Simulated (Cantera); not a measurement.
Charge: 1 mol CO₂, 0.01 mol SO₂, held at 9.00 Torr.

Method: chemical equilibrium by Gibbs-energy minimisation in Cantera with the NASA 1993 tables (ideal gas, pure condensed phases). Candidate condensed phases: C, S; 35 gas species. Ions and electrons are included (thermal ionisation). Rates play no part.

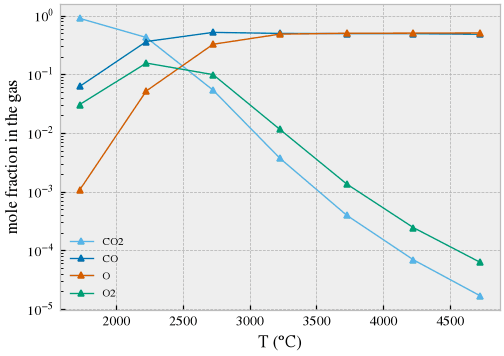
Equilibrium gas composition (values under 1e-9 drawn at 1e-9)

Q: Read off the mole fractions at 2227 °C.

A: CO₂ about 0.42, CO about 0.36, O₂ about 0.16, O about 0.052.
